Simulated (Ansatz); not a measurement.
**CH4BBrO: density, localisation and related maps**

```yaml
atoms:
  - { symbol: C, position_ang: [-0.1580, 1.0355, -0.0156] }
  - { symbol: B, position_ang: [0.0594, -0.5141, -0.0666] }
  - { symbol: O, position_ang: [0.6999, -1.1766, 0.9270] }
  - { symbol: Br, position_ang: [-0.6036, -1.5519, -1.5988] }
  - { symbol: H, position_ang: [0.2618, 1.4826, 0.9066] }
  - { symbol: H, position_ang: [0.3104, 1.5238, -0.8956] }
  - { symbol: H, position_ang: [-1.2391, 1.2802, -0.0728] }
  - { symbol: H, position_ang: [0.7614, -2.1366, 0.7600] }
```

Theory: Ansatz 0.2.0, RKS PBE-D4/def2-SVP.

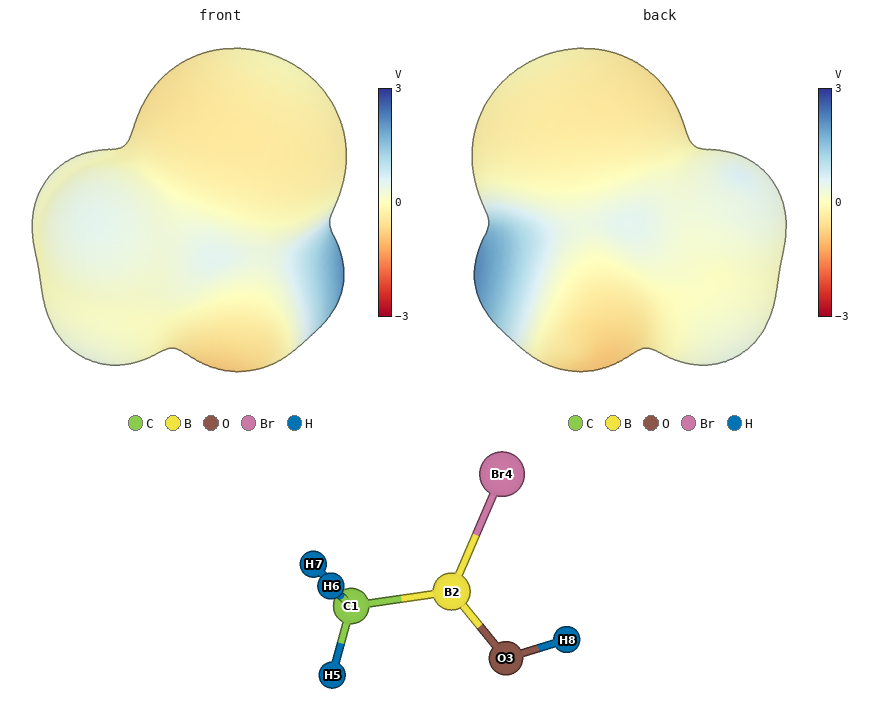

Figure 1. The molecular electrostatic potential painted on the density surface at 0.001 e/bohr³, seen from the front and from behind; the colour scale runs from red (negative) to blue (positive). The bare structure is drawn below in the same view.

Where is the surface potential most negative and most positive?

The most negative region (about −0.8 V) lies over O3, the most positive (about +2.1 V) over H8.

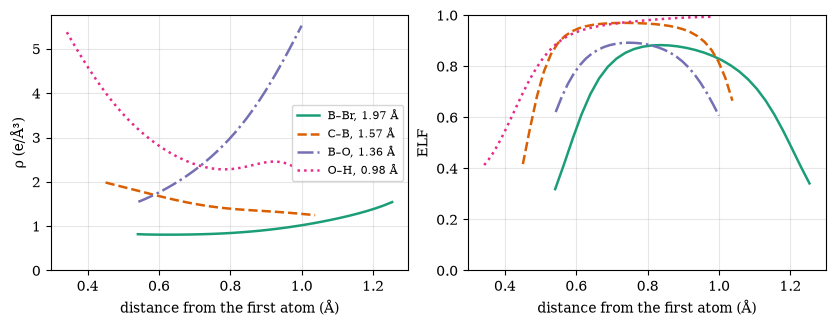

Figure 2. Total electron density and ELF along straight lines between neighbouring atoms. The curves leave out the atomic cores.

What can be read from the curves?

B–Br (1.97 Å): the density is about 1 e/Å³ at the midpoint, with its minimum of 0.81 e/Å³ about 0.6 Å from B; the ELF peaks at about 0.90 between the atoms: a polar covalent bond.
C–B (1.57 Å): ρ at the midpoint is about 1.4 e/Å³; the ELF peaks at about 0.95 between the atoms: a covalent bond.
B–O (1.36 Å): the density is about 2.1 e/Å³ at the midpoint; the ELF peaks at about 0.90 between the atoms, as expected for a shared but strongly polarised pair.
O–H (0.98 Å): ρ is about 3.6 e/Å³ halfway; the ELF climbs to about 1 towards the hydrogen, as it does in any bond to H; an ordinary covalent bond to hydrogen.

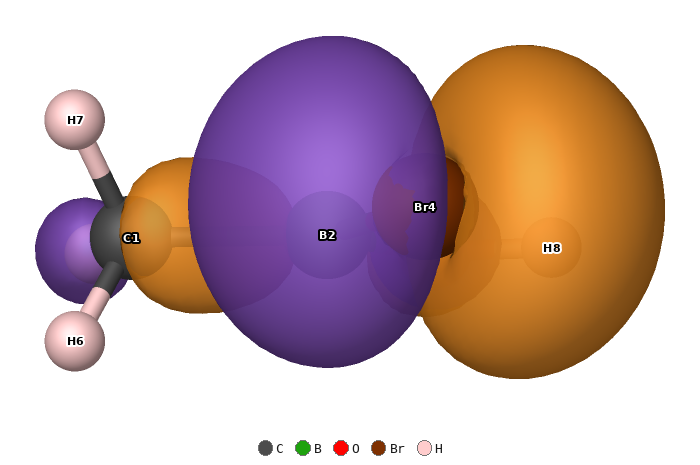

Figure 3. One frontier orbital at ±0.1 Å⁻³ᐟ² (orange and purple are the two phases), seen from one side.

Which orbital is it: HOMO or LUMO?

The HOMO, at −6.78 eV. Its weight (Hirshfeld) is mainly on Br4 (about 85 %); largely a lone pair of Br4.
